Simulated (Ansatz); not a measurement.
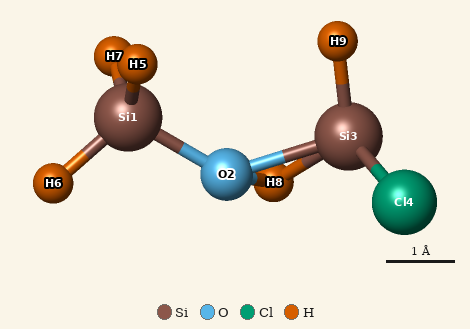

Figure 1. The structure (ball-and-stick view, seen at a tilt; atoms are numbered from 1 in the order of the input). Bond lengths as drawn: Cl–Si 2.09 Å, H–O 1.23 Å, H–Si 1.49 to 1.66 Å and O–Si 1.71 to 1.90 Å.

**Phonon calculation, with input and output: Si₂H₅ClO**

- system: Si₂H₅ClO
- method: RKS r2SCAN-D4/def2-SVP (Ansatz 0.2.0)

It belongs to a series of runs on one base structure; here: vibrations at the highest image of the band. Figures and captions count atoms from 1; the log counts them from 0 in places.

**Output**
```
Engine: ansatz 0.2.0, x86_64-unknown-linux-gnu
Functional definition: r2SCAN
  parameter k0 = 0.174
  parameter k1 = 0.065
  parameter a1 = 4.9479
  exchange = r2scan_x(k0 = k0, k1 = k1, a1 = a1)
  correlation = r2scan_c
1020 factors; their error is unknown
mean field evaluation 1: about -30388.6412 eV, gradient 4.6e1 eV
mean field evaluation 2: about -30361.2358 eV, gradient 1.2e2 eV
mean field evaluation 4: about -30392.4499 eV, gradient 6.6e0 eV
mean field evaluation 8: about -30392.6046 eV, gradient 7.6e-2 eV
mean field evaluation 16: about -30392.5250 eV, gradient 1.9e-5 eV
mean field -30392.52503380 eV, -1116.9046941987 hartree, gradient 2.0e-5 eV, S^2 0.000000; 0 other end points of the search recorded, 0 dependent functions left out
the calculation of the forces begins
reference -30392.52504361 eV, -1116.9046945592 hartree; 29, 29 occupied and 64, 64 virtual orbitals, 1020 factors
these checks for a lower state are left out or cut short: stability, starts, cluster_reference, orbital_swaps, neighbouring_geometries, increment
1020 factors; their error is unknown
mean field -30392.52493277 eV, -1116.9046904861 hartree, gradient 1.9e-6 eV, S^2 0.000000; 0 other end points of the search recorded, 0 dependent functions left out
[... from here on the field's lines of each further geometry are left out, up to the last ...]
the calculation of the forces begins
reference -30392.52500888 eV, -1116.9046932831 hartree; 29, 29 occupied and 64, 64 virtual orbitals, 1020 factors
these checks for a lower state are left out or cut short: stability, starts, cluster_reference, orbital_swaps, neighbouring_geometries, increment
1020 factors; their error is unknown
mean field -30392.52498177 eV, -1116.9046922866 hartree, gradient 1.7e-6 eV, S^2 0.000000; 0 other end points of the search recorded, 0 dependent functions left out
the calculation of the forces begins
reference -30392.52499158 eV, -1116.9046926471 hartree; 29, 29 occupied and 64, 64 virtual orbitals, 1020 factors
WARN: phonons: modes at or below zero, which the zero-point energy, F, S and C_V leave out: 1, the lowest at -1368.62 cm⁻¹. A minimum has none, and a first-order saddle one
Total energy: -30392.57691198 eV, -1116.9066006866 hartree
Atom 0 at     0.362626     1.376025     0.247631 Å, force    -0.000646    -0.001567     0.000549 eV/Å
Atom 1 at     0.068213    -0.248644     0.677015 Å, force     0.003967     0.001043    -0.005568 eV/Å
Atom 2 at    -0.716240    -1.692005    -0.269636 Å, force    -0.000079     0.001008     0.002007 eV/Å
Atom 3 at     0.836509    -3.074034    -0.475499 Å, force    -0.001600     0.000587    -0.000563 eV/Å
Atom 4 at     1.075535     1.352779    -1.059248 Å, force     0.001472     0.000571     0.000962 eV/Å
Atom 5 at     1.184111     2.011853     1.311048 Å, force    -0.001710     0.000297     0.001230 eV/Å
Atom 6 at    -0.940332     2.087428     0.117185 Å, force    -0.000287    -0.000201    -0.001702 eV/Å
Atom 7 at    -0.974165    -0.769126     1.085903 Å, force    -0.000864    -0.001458     0.003340 eV/Å
Atom 8 at    -0.807757    -1.090576    -1.651400 Å, force    -0.000254    -0.000280    -0.000255 eV/Å
Dipole moment:    -0.117217     0.552299     0.036374 e Å
Vibrations: -1368.62 65.84 73.97 118.37 184.46 477.57 531.08 622.85 695.82 752.65 765.04 797.59 850.38 930.30 951.52 977.58 1860.27 2117.11 2241.57 2251.54 2264.91 cm⁻¹, zero-point energy 1.210732 eV
```

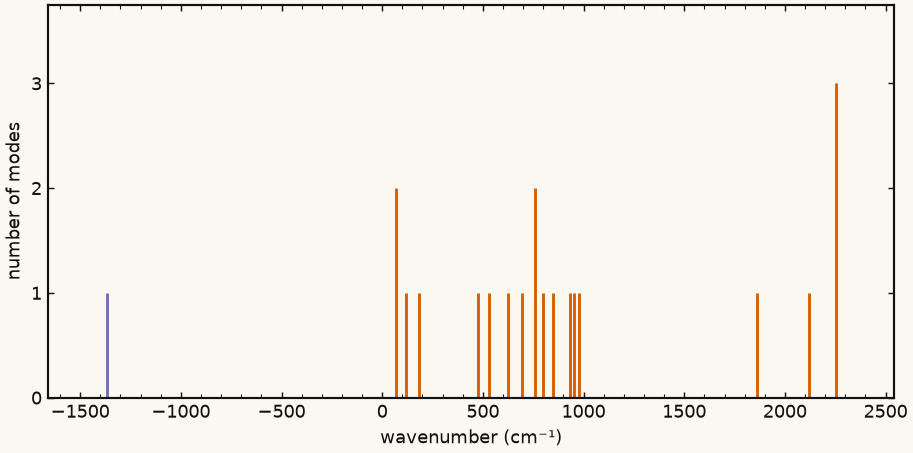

Figure 2. Harmonic vibrational wavenumbers from the force constants; neighbouring modes closer than 17 cm⁻¹ are counted in one stick, and imaginary ones are drawn at negative wavenumbers. 21 modes from 1369i to 2265 cm⁻¹, 1 imaginary beyond 8i (1369i cm⁻¹): a first-order saddle point, if the geometry is stationary.

The run was set up as follows.

**Input file**
```yaml
crystal:
  periodic: [false, false, false]
  atoms:
    - { symbol: Si, position_ang: [0.362626, 1.376025, 0.247631] }
    - { symbol: O, position_ang: [0.068213, -0.248644, 0.677015] }
    - { symbol: Si, position_ang: [-0.71624, -1.692005, -0.269636] }
    - { symbol: Cl, position_ang: [0.836509, -3.074034, -0.475499] }
    - { symbol: H, position_ang: [1.075535, 1.352779, -1.059248] }
    - { symbol: H, position_ang: [1.184111, 2.011853, 1.311048] }
    - { symbol: H, position_ang: [-0.940332, 2.087428, 0.117185] }
    - { symbol: H, position_ang: [-0.974165, -0.769126, 1.085903] }
    - { symbol: H, position_ang: [-0.807757, -1.090576, -1.6514] }
basis:
  gaussian: { orbitals: def2-SVP }
hamiltonian:
  xc: r2scan
  dispersion: d4
phonons: {}
```

Run as:
```bash
ansatz run input.yaml --threads 2 --pin off --max-ram 3072MiB --backend cpu --events-out ev --progress --plain --runs-dir out
```

**Key numbers**

```tsv
quantity	value
outcome	converged
total energy	−30392.5769 eV
mean-field energy	−30392.5250 eV
largest force (length of the vector)	0.007 eV/Å
hardware	2 threads of AMD EPYC (Zen 3), 16 GiB of memory available, shared host
wall time	88 s (CPU time 2.8 min)
peak memory	0.16 GiB
```
